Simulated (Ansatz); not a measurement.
## A computed series for NbRu: response to strain

Base system: NbRu in the CsCl type structure (space group Pm-3m, No. 221; a = 3.1405 Å; relaxed with 0.1 eV smearing).

Strains are applied to the cell and any free atomic positions relax.

Level of theory: PBEsol/PAW in Ansatz (a program for electronic structure), without spin-orbit coupling.

Notes on the quantities. energy relative to the base: free energy F.

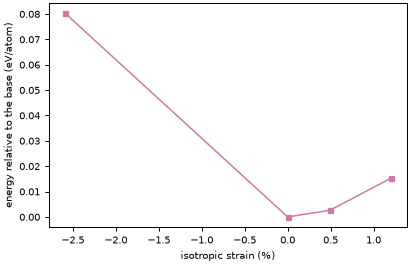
Figure. Energy relative to the base against isotropic strain

| isotropic strain (%) | energy relative to the base |
|---|---|
| -2.59 | +80 meV/atom |
| 0.49 | +2.6 meV/atom |
| 1.2 | +15 meV/atom |

Whether these cells are dynamically stable was not tested. The final runs are not spin-polarised. An odd electron count without spin: NbRu.
